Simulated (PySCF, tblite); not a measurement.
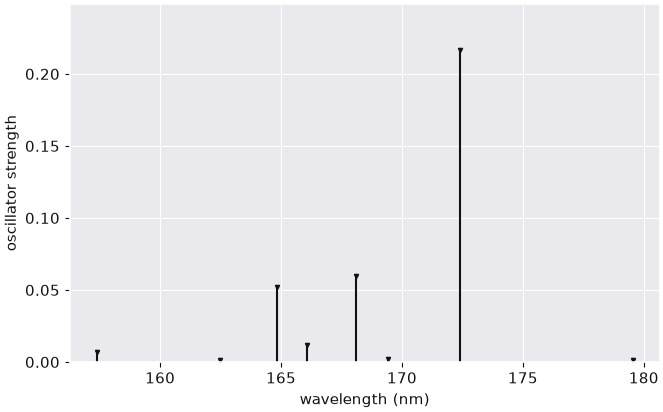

Computed absorption of C₅H₆N₂OSi, SMILES C=C[C@@H](C#N)O[SiH2]C#N. Vertical TDDFT excitations, CAM-B3LYP/def2-SVPD with PySCF, at a GFN2-xTB geometry (a minimum by its frequencies), gas phase. Only the first 8 singlet excitations are included.

> Where is the lowest singlet, and is it bright?

S1 lies at 6.91 eV (180 nm) with f = 0.002, mixed, the largest part being HOMO−3 → LUMO (37 %); it is dark or nearly so.

> List the transitions behind the spectrum.

```tsv
state	E (eV)	λ (nm)	f	main character
S1	6.91	180	0.002	HOMO−3 → LUMO (37 %)
S2	7.19	172	0.216	HOMO → LUMO (58 %)
S3	7.32	169	0.002	HOMO−2 → LUMO (37 %)
S4	7.38	168	0.059	HOMO−2 → LUMO (22 %)
S5	7.47	166	0.012	HOMO−4 → LUMO (24 %)
S6	7.52	165	0.052	HOMO → LUMO+1 (42 %)
S7	7.63	162	0.002	HOMO−5 → LUMO+2 (43 %)
S8	7.88	157	0.007	HOMO−6 → LUMO (15 %)
```

Note: the tight-binding geometry is rougher than a DFT one and adds to the error; one conformer of a flexible molecule; core orbitals are frozen in the response.
